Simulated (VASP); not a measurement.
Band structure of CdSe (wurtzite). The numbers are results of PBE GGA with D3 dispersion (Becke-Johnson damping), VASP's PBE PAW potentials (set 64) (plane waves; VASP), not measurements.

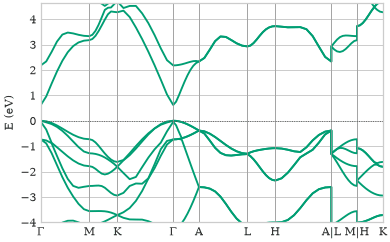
Fig. 1. Bands along high-symmetry lines, zero at the valence-band maximum or, without a gap, the Fermi level

Question: Read the plot: is there a gap, and where are the band edges?

Answer: The gap is direct, 0.62 eV, from the valence maximum at Γ to the conduction minimum at Γ. (Edges off the drawn lines would not show.)

Measured: gap 1.73 eV (computed value off by -1.11 eV), as given by Abedi et al., (2022), arXiv:2211.14644.

The compound is CdSe in the wurtzite structure. It was relaxed first.
